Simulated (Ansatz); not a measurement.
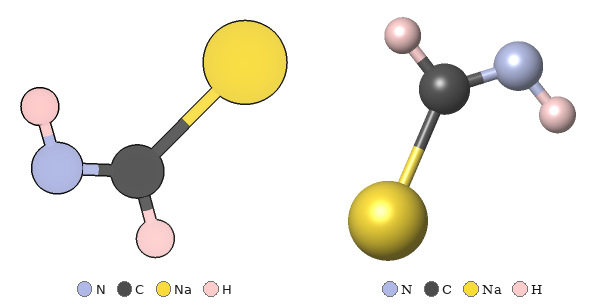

Both panels show the same species.

Computed geometry: PBE0-D4/def2-TZVP optimisation. No frequency run is at hand to confirm it as a minimum.

Description:

Formula CH₂NNa. The point group is Cs. All atoms lie on one plane. Coordination: 1 N bent; 1 C trigonal planar.

More results for the same structure follow; atom numbers are the same in all pictures, views and colours differ.

**Geometry**

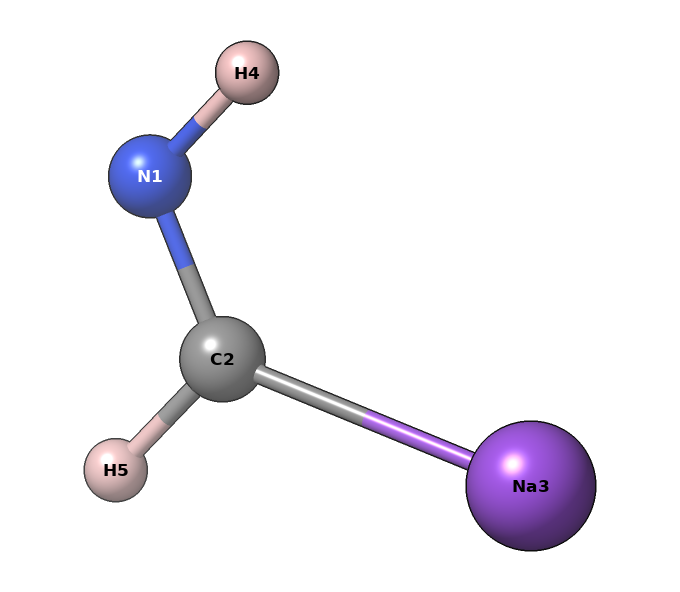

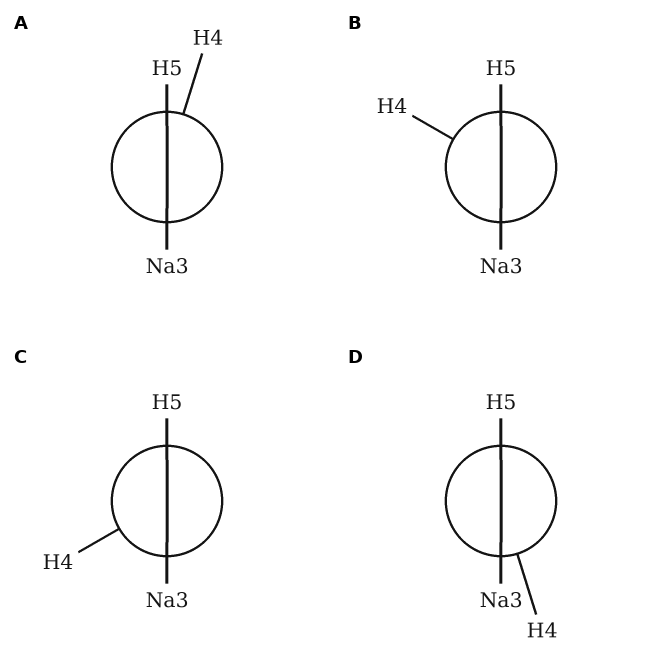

Distant atoms are faded towards the background colour. Bonds that would overlap in a projection are set slightly apart. No frequency run is at hand to confirm it as a minimum.

> Which Newman projection shows the view along C2–N1, with C2 in front?

D. The torsion angle Na3–C2–N1–H4 is 0°, synperiplanar (eclipsed).

**Charges**

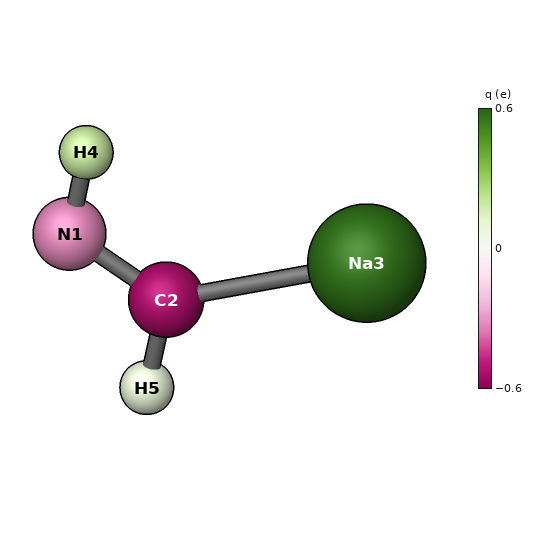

Atoms are coloured by their Mulliken charges. No frequency run is at hand to confirm it as a minimum. Properties computed with RKS PBE0-D4/def2-TZVP (Ansatz 0.2.0).

> Which atom carries the highest charge (most positive or least negative)?

Na3 (0.56 e).

> And the lowest?

C2 (−0.53 e).

Give the Mulliken charges atom by atom.

| atom | value (e) |
| --- | --- |
| N1 | −0.32 |
| C2 | −0.53 |
| Na3 | 0.56 |
| H4 | 0.20 |
| H5 | 0.09 |

**Electronic properties**

No frequency run is at hand to confirm it as a minimum. Method: RKS PBE0-D4/def2-TZVPP (Ansatz 0.2.0).

What does the calculation give?

- HOMO energy (Kohn–Sham orbital): −4.22 eV
- LUMO energy (Kohn–Sham orbital): −1.58 eV
- HOMO–LUMO gap: 2.65 eV

**Dipole moment**

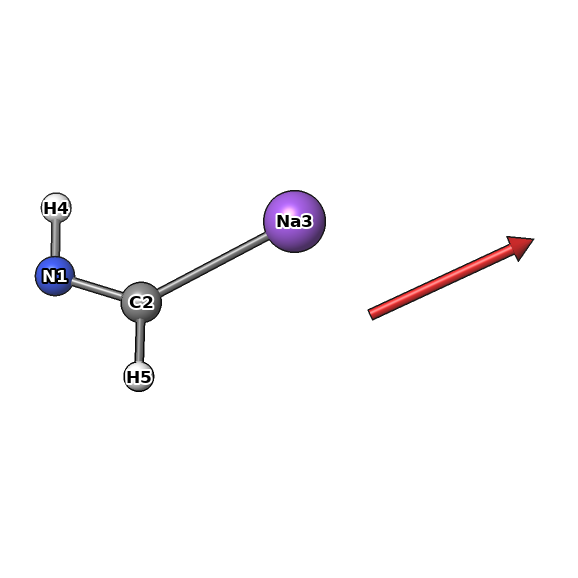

The arrow beside the molecule shows the direction of the dipole moment, from the negative to the positive end (its length means nothing). No frequency run is at hand to confirm it as a minimum. Properties computed with RKS PBE0-D4/def2-TZVP (Ansatz 0.2.0).

> How large is the dipole moment?

7.54 D; it points from the side of N1 to the side of Na3 (the outermost atoms at the two ends).

Mulliken values depend strongly on the basis set and can even reverse the polarity of a bond.
